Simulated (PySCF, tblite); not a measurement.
**C₂H₁₀NPSi₂: geometry, infrared bands and NMR shifts**

Aim: predict the infrared bands and NMR shifts of C₂H₁₀NPSi₂ (`[SiH3]C/C=N/[SiH2]P`).

The runs use tblite 0.8.0 and PySCF 2.14.0, with density-fitted response routines of our own; the level of theory stands in each step. All values are computed, except where a source is named. Atoms count from 0, in the outputs and in this text.

## Step 1: The molecule as given

16 atoms, charge 0, multiplicity 1; geometry from: force field or distance geometry start.

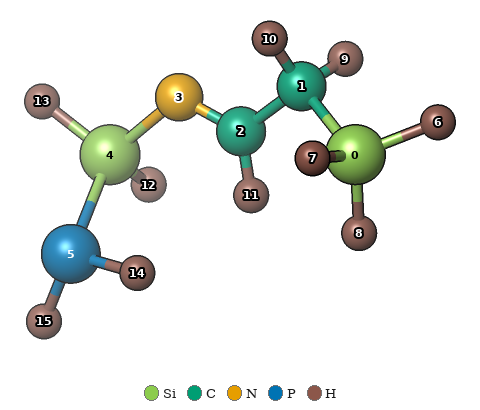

The starting geometry (silicon green, carbon teal, nitrogen amber, phosphorus blue, hydrogen brown), atoms numbered.

## Step 2: Optimising the geometry with GFN2-xTB

What the job is given:

```
{"job": {"kind": "relax", "xc": "GFN2-xTB", "basis": "xTB"}, "charge": 0, "multiplicity": 1}
Si    -2.639200     0.830900     0.411600
C     -1.662200    -0.739200     0.623000
C     -0.232000    -0.559700     0.195000
N      0.702600    -1.259900     0.682900
Si     2.378000    -0.989800     0.122400
P      2.794300     1.132500     0.560200
H     -4.021600     0.429700     0.071500
H     -2.590100     1.634300     1.650600
H     -2.041200     1.525200    -0.733200
H     -2.098500    -1.528300    -0.009700
H     -1.696800    -1.030400     1.715100
H      0.007200     0.191100    -0.565900
H      2.497100    -1.276600    -1.292200
H      3.240500    -1.860400     0.929000
H      1.534600     1.870900     0.460300
H      3.819600     1.638800    -0.297100
```

The run is started by

```sh
$ OMP_NUM_THREADS=1 python probes_run.py task.json out
```

This one command runs all jobs of the session in turn.

What it wrote:

```text
step      E/eV     max force
  0    -496.16945    1.653
  1    -496.34789    1.440
  2    -496.58059    1.432
  3    -496.71808    1.464
  4    -496.85228    0.754
  5    -496.88776    0.386
  6    -496.90491    0.378
  7    -496.91712    0.367
  8    -496.92786    0.271
  9    -496.93679    0.225
 10    -496.94597    0.262
 11    -496.95687    0.308
 12    -496.96956    0.294
 13    -496.97988    0.280
 14    -496.98632    0.174
 15    -496.99065    0.185
 16    -496.99467    0.188
 17    -497.00007    0.222
 18    -497.00684    0.227
 19    -497.01432    0.231
 20    -497.02201    0.284
 21    -497.03070    0.260
 22    -497.04026    0.264
 23    -497.04821    0.233
 24    -497.05437    0.220
 25    -497.06013    0.179
 26    -497.06649    0.218
 27    -497.07560    0.272
 28    -497.08672    0.327
 29    -497.09724    0.333
 30    -497.10362    0.682
 31    -497.11286    0.318
 32    -497.11944    0.223
 33    -497.12946    0.239
 34    -497.13458    0.262
 35    -497.14447    0.260
 36    -497.15344    0.269
 37    -497.15880    0.181
 38    -497.16134    0.213
 39    -497.16322    0.096
 40    -497.16434    0.079
 41    -497.16574    0.119
 42    -497.16744    0.146
 43    -497.16928    0.112
 44    -497.17089    0.108
 45    -497.17238    0.101
 46    -497.17417    0.130
 47    -497.17654    0.131
 48    -497.17889    0.115
 49    -497.18052    0.084
 50    -497.18170    0.084
 51    -497.18319    0.117
 52    -497.18569    0.154
 53    -497.18929    0.177
 54    -497.19282    0.140
 55    -497.19523    0.090
 56    -497.19663    0.079
 57    -497.19793    0.081
 58    -497.19978    0.091
 59    -497.20184    0.088
 60    -497.20340    0.094
 61    -497.20462    0.084
 62    -497.20561    0.070
 63    -497.20680    0.101
 64    -497.20832    0.132
 65    -497.21155    0.159
 66    -497.21530    0.153
 67    -497.21967    0.134
 68    -497.22354    0.135
 69    -497.22599    0.117
 70    -497.22755    0.100
 71    -497.22870    0.188
 72    -497.23074    0.153
 73    -497.23278    0.098
 74    -497.23613    0.098
 75    -497.23677    0.097
 76    -497.23753    0.093
 77    -497.23835    0.090
 78    -497.23939    0.102
 79    -497.24078    0.106
 80    -497.24201    0.097
 81    -497.24290    0.059
 82    -497.24354    0.055
 83    -497.24408    0.090
 84    -497.24457    0.064
 85    -497.24510    0.060
 86    -497.24581    0.052
 87    -497.24641    0.049
 88    -497.24709    0.060
 89    -497.24758    0.062
 90    -497.24816    0.056
 91    -497.24892    0.063
 92    -497.24987    0.066
 93    -497.25080    0.080
 94    -497.25163    0.088
 95    -497.25242    0.062
 96    -497.25325    0.090
 97    -497.25425    0.123
 98    -497.25520    0.107
 99    -497.25607    0.063
100    -497.25640    0.059
101    -497.25692    0.048
102    -497.25716    0.044
103    -497.25738    0.049
104    -497.25760    0.042
105    -497.25784    0.036
106    -497.25801    0.024
107    -497.25808    0.017
108    -497.25813    0.016
109    -497.25817    0.018
110    -497.25825    0.019
111    -497.25834    0.021
112    -497.25845    0.020
113    -497.25852    0.018
114    -497.25857    0.017
115    -497.25862    0.018
116    -497.25869    0.025
117    -497.25880    0.028
118    -497.25892    0.023
119    -497.25902    0.021
120    -497.25909    0.019
121    -497.25917    0.022
122    -497.25928    0.027
123    -497.25942    0.030
124    -497.25962    0.039
125    -497.25987    0.050
126    -497.26019    0.053
127    -497.26048    0.037
128    -497.26062    0.022
129    -497.26067    0.018
130    -497.26070    0.016
131    -497.26074    0.015
132    -497.26081    0.016
133    -497.26088    0.013
134    -497.26094    0.011
135    -497.26096    0.010
```

Wall time 1.1 s (1 thread of Arm Neoverse V1, shared host); peak memory 0.18 GiB.

Along the way: (not every step is listed)

```tsv
step	energy from step 0 (eV)	largest force (eV/Å)
0	0.0000	1.6530
1	-0.1784	1.4395
2	-0.4111	1.4315
3	-0.5486	1.4636
4	-0.6828	0.7543
5	-0.7183	0.3857
6	-0.7355	0.3778
7	-0.7477	0.3671
8	-0.7584	0.2709
20	-0.8526	0.2839
32	-0.9500	0.2231
44	-1.0014	0.1083
56	-1.0272	0.0787
68	-1.0541	0.1349
80	-1.0726	0.0971
92	-1.0804	0.0661
104	-1.0882	0.0417
116	-1.0892	0.0249
128	-1.0912	0.0220
130	-1.0913	0.0159
131	-1.0913	0.0147
132	-1.0914	0.0157
133	-1.0914	0.0130
134	-1.0915	0.0108
135	-1.0915	0.0097
```

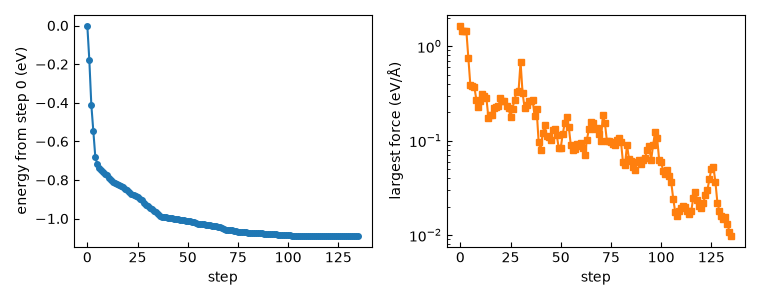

Energy and largest force along the relaxation.

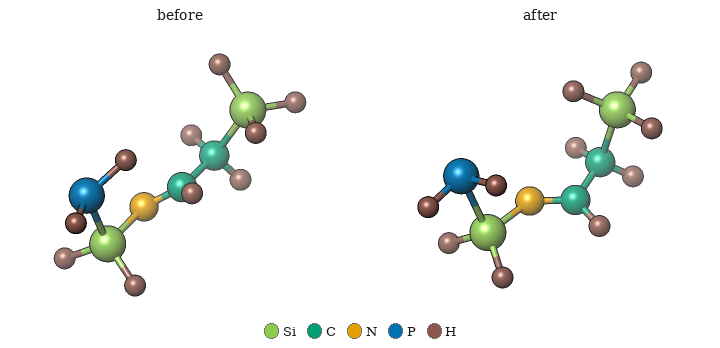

Before and after, at one scale.

Distances of close pairs at the start and the end, largest changes first:

```tsv
bond	before (Å)	after (Å)	change (Å)
N3–Si4	1.787	1.702	-0.085
P5–H14	1.464	1.385	-0.079
Si0–C1	1.861	1.924	+0.062
P5–H15	1.429	1.383	-0.047
C1–H10	1.131	1.089	-0.042
Si4–P5	2.207	2.249	+0.042
C1–C2	1.504	1.470	-0.034
Si4–H12	1.448	1.474	+0.026
```

The final coordinates are the input of the step that follows.

## Step 3: Infrared spectrum with GFN2-xTB

What the job is given:

```
{"job": {"kind": "ir", "xc": "GFN2-xTB", "basis": "xTB"}, "charge": 0, "multiplicity": 1}
Si    -2.454779     0.858068     0.541145
C     -1.806664    -0.950174     0.437237
C     -0.478940    -0.930013    -0.193131
N      0.577320    -0.860649     0.485436
Si     2.241145    -0.647365     0.197057
P      2.597757     1.432406     0.974046
H     -3.764738     0.801496     1.192564
H     -1.506660     1.660806     1.304912
H     -2.606495     1.378073    -0.820352
H     -2.504645    -1.552279    -0.141749
H     -1.735578    -1.345467     1.448982
H     -0.480388    -0.930609    -1.292206
H      2.765504    -0.799015    -1.172442
H      2.898623    -1.598164     1.091382
H      2.300973     2.075840    -0.216022
H      3.949967     1.415989     0.686699
```

What it wrote:

```text
mode    cm-1     km/mol
  1      30.2      1.00
  2      55.5      0.89
  3      84.1      5.65
  4      92.3      1.84
  5     108.9      1.05
  6     165.9      5.64
  7     222.3     13.01
  8     266.2      2.26
  9     406.2      2.68
 10     453.0     53.36
 11     486.3     31.69
 12     511.6     29.85
 13     542.1     34.82
 14     567.3     41.17
 15     659.8    227.66
 16     687.3     43.80
 17     696.5      6.40
 18     710.8     96.32
 19     754.2    104.30
 20     771.3    144.48
 21     778.0    395.78
 22     784.4    453.65
 23     796.4     82.45
 24     866.0     58.08
 25     900.5     69.46
 26    1086.3      3.05
 27    1143.3    222.47
 28    1154.6     11.14
 29    1157.1     11.53
 30    1352.0     28.39
 31    1443.7      3.93
 32    1726.5    459.90
 33    2135.0    297.79
 34    2257.7    242.11
 35    2259.4    206.91
 36    2267.6    265.88
 37    2291.8    190.55
 38    2319.7    240.70
 39    2383.3    167.10
 40    2813.6    110.66
 41    2997.8     31.20
 42    3010.0     21.66
```

It took 0.62 s on 1 thread of Arm Neoverse V1, shared host; peak memory 0.18 GiB.

Which atoms move in the most intense modes:

```tsv
cm⁻¹	km/mol	atoms
660	227.7	H15 33 %, H13 28 %, H12 20 %
778	395.8	H12 22 %, H13 19 %, H8 14 %, H6 11 %
784	453.6	H8 46 %, H6 34 %
1726	459.9	C2 51 %, N3 47 %
2135	297.8	H12 96 %
2258	242.1	H8 91 %
2268	265.9	H6 95 %
2320	240.7	H7 96 %
```

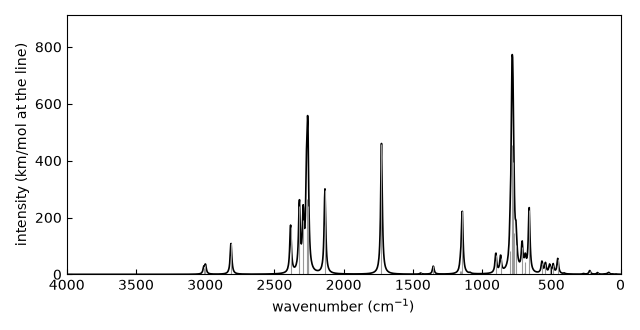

The infrared spectrum from these modes, unscaled. Lines are broadened to a width of 14 cm⁻¹ (Lorentzian).

## Step 4: Nuclear shieldings: PBE0/pcSseg-1

Same as in step 3 but for these lines:

```diff
@@ -1,2 +1,2 @@
-{"job": {"kind": "ir", "xc": "GFN2-xTB", "basis": "xTB"}, "charge": 0, "multiplicity": 1}
+{"job": {"kind": "nmr", "xc": "PBE0", "basis": "pcSseg-1"}, "charge": 0, "multiplicity": 1}
 Si    -2.454779     0.858068     0.541145
```

Level: GIAO PBE0/pcSseg-1 NMR shielding, non-relativistic, gas phase.

What it wrote:

```text
coarse grid: 14312 points
cycle   1  E = -1056.6258970681  dE =  3.775e-01  |g| = 4.778e-01  |ddm| = 3.551e+00
cycle   2  E = -1056.5316599456  dE =  9.424e-02  |g| = 8.011e-01  |ddm| = 1.366e+00
cycle   3  E = -1056.6781010801  dE = -1.464e-01  |g| = 1.131e-01  |ddm| = 9.533e-01
cycle   4  E = -1056.6807831223  dE = -2.682e-03  |g| = 3.893e-02  |ddm| = 1.194e-01
cycle   5  E = -1056.6811602313  dE = -3.771e-04  |g| = 6.304e-03  |ddm| = 4.070e-02
cycle   6  E = -1056.6811703669  dE = -1.014e-05  |g| = 2.570e-03  |ddm| = 1.119e-02
cycle   7  E = -1056.6811719632  dE = -1.596e-06  |g| = 4.464e-04  |ddm| = 3.078e-03
final grid: 122912 points
cycle   8  E = -1056.7133917663  dE = -2.039e-05  |g| = 5.708e-03  |ddm| = 2.247e-02
cycle   9  E = -1056.7133865312  dE =  5.235e-06  |g| = 7.276e-03  |ddm| = 1.351e-02
cycle  10  E = -1056.7133999479  dE = -1.342e-05  |g| = 7.416e-04  |ddm| = 7.946e-03
cycle  11  E = -1056.7134000392  dE = -9.133e-08  |g| = 3.623e-04  |ddm| = 9.324e-04
cycle  12  E = -1056.7134000676  dE = -2.842e-08  |g| = 6.040e-05  |ddm| = 3.059e-04
cycle  13  E = -1056.7134000685  dE = -8.522e-10  |g| = 1.814e-05  |ddm| = 9.117e-05
converged SCF energy = -1056.7134000685

GIAO shielding tensors (ppm)
atom      isotropic    diamagn.    paramagn.     s11        s22        s33       span
  0 Si     420.149     879.444    -459.295    377.337    426.463    456.648     79.311
  1 C      155.058     255.023     -99.965    130.407    144.190    190.577     60.170
  2 C        6.324     256.319    -249.995    -91.030    -14.693    124.694    215.724
  3 N      -99.019     331.162    -430.181   -430.292   -119.358    252.593    682.885
  4 Si     393.829     881.676    -487.846    357.532    378.283    445.672     88.141
  5 P      608.713     967.875    -359.163    542.147    608.909    675.082    132.935
  6 H       27.644      28.041      -0.397     24.619     25.080     33.233      8.614
  7 H       27.930      29.451      -1.521     24.078     27.288     32.424      8.346
  8 H       27.766      29.297      -1.530     25.022     25.888     32.388      7.366
  9 H       29.569      30.047      -0.478     26.782     27.674     34.250      7.468
 10 H       29.300      30.775      -1.475     26.250     27.721     33.928      7.678
 11 H       22.925      33.381     -10.456     20.630     23.651     24.494      3.864
 12 H       25.913      29.974      -4.062     22.334     24.496     30.908      8.574
 13 H       26.353      29.383      -3.030     23.370     24.689     31.000      7.630
 14 H       30.785      31.649      -0.864     25.948     28.171     38.235     12.287
 15 H       30.846      29.282       1.564     26.009     26.953     39.576     13.567
```

Run time: 25 s. Hardware: 1 thread of Arm Neoverse V1, shared host; peak memory 0.79 GiB.

The references, computed at this level on geometries of the same kind, shield at (ppm): 1H TMS 31.72, 13C TMS 186.9, 29Si TMS 349.2, 15N NH3 267.7, 31P H3PO4 318.4. Their shielding less the atom's gives the shift. The references are single molecules in the gas phase, so shifts against H2O, NH3, PH3, H3PO4 or CFCl3 are not on the usual liquid scales and can be off by tens of ppm. Atoms listed in one row are averaged.

```tsv
atoms	environment	σ (ppm)	δ (ppm)	δ scaled to CDCl3
C2	C=N carbon	6.3	180.6	174.4
C1	sp3 CH2 bonded to Si	155.1	31.9	29.2
H11	hydrogen on a C=N carbon	22.92	8.79	8.39
H12, H13	hydrogen on a silicon bonded to N, P	26.13	5.58	–
H6, H7, H8	hydrogen on a silicon bonded to C	27.78	3.94	–
H9, H10	hydrogen on an sp3 CH2 bonded to Si	29.43	2.28	2.26
H14, H15	hydrogen on a phosphorus bonded to Si	30.82	0.90	–
Si4	silicon bonded to N, P, 2 H	393.8	-44.7	–
Si0	silicon bonded to C, 3 H	420.1	-71.0	–
N3	imine nitrogen	-99.0	366.7	–
P5	phosphorus bonded to Si, 2 H	608.7	-290.3	–
```

The scaled column applies a straight-line fit of computed shieldings to shifts measured in CDCl3 (root-mean-square error 0.16 ppm for H, 1.9 ppm for C).

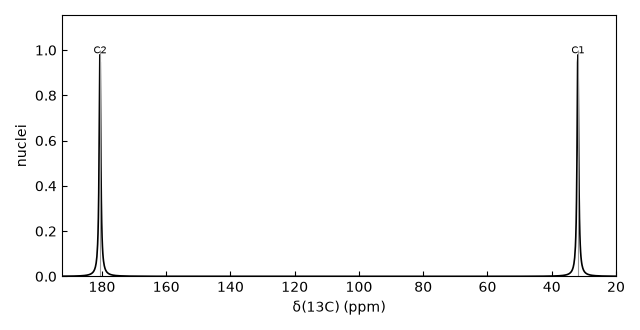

13C lines at the computed shifts, without couplings. Lines are broadened to a width of 0.59 ppm (Lorentzian).

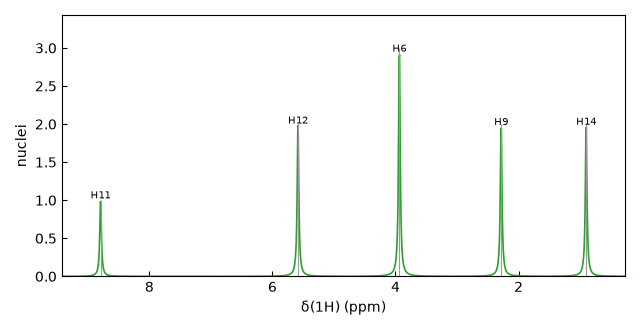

1H lines at the computed shifts, without couplings. Lines are broadened to a width of 0.03 ppm (Lorentzian).

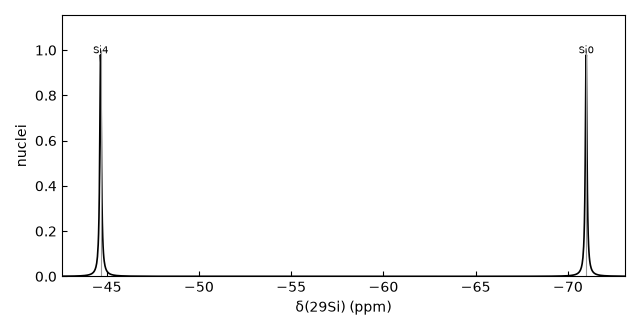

29Si lines at the computed shifts, without couplings. Lines are broadened to a width of 0.11 ppm (Lorentzian).

Charges from the same density, by scheme (e):

```tsv
atoms	Mulliken	IAO	Hirshfeld	ESP fit
Si0	0.49	0.62	0.33	0.48
C1	-0.47	-0.55	-0.16	-0.50
C2	0.07	0.08	0.07	0.45
N3	-0.54	-0.57	-0.25	-0.61
Si4	0.57	0.73	0.31	0.61
P5	-0.23	-0.11	-0.03	-0.38
```

Hirshfeld charges:

Si0 0.33; C1 -0.16; C2 0.07; N3 -0.25; Si4 0.31; P5 -0.03; H6 -0.07; H7 -0.07; H8 -0.08; H9 0.05; H10 0.05; H11 0.04; H12 -0.09; H13 -0.08; H14 -0.01; H15 -0.01

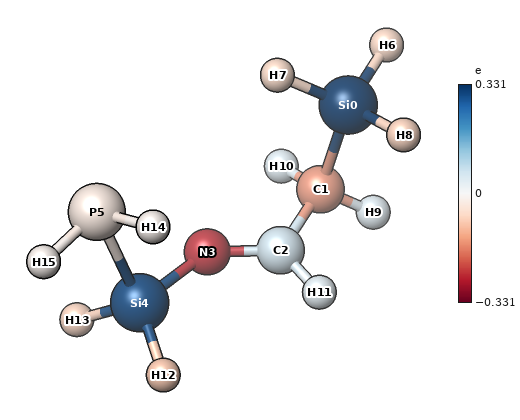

Hirshfeld charges, as colours on the atoms.

Mayer bond orders: Si0–C1 0.86, C1–C2 1.03, C2–N3 1.85, N3–Si4 1.01, Si4–P5 0.97.

## Step 5: Summary of results

```
                                                              quantity                             value
                             strongest single infrared mode (GFN2-xTB)             1726 cm⁻¹, 460 km/mol
                                          zero-point energy (GFN2-xTB)                     66.0 kcal/mol
                                13C shifts against TMS (PBE0/pcSseg-1)                   180.6, 31.9 ppm
1H shifts against TMS (PBE0/pcSseg-1, means over atoms taken as alike)  8.79, 5.58, 3.94, 2.28, 0.90 ppm
                               29Si shifts against TMS (PBE0/pcSseg-1)                  -44.7, -71.0 ppm
                                15N shifts against NH3 (PBE0/pcSseg-1)                         366.7 ppm
                              31P shifts against H3PO4 (PBE0/pcSseg-1)                        -290.3 ppm
```

Relaxing lowered the energy by 1.092 eV in 135 steps; the close pair that moved most is N3–Si4, from 1.787 to 1.702 Å. All 42 modes are real, so the xTB geometry is a minimum. The strongest single mode, at 1726 cm⁻¹, moves mainly C2 and N3. Unscaled tight-binding wavenumbers are off by several per cent, some by more. Its intensities can rank the bands wrongly. At PBE0/pcSseg-1: The widest tensor belongs to N3: span 683 ppm, with a paramagnetic part of -430 ppm.
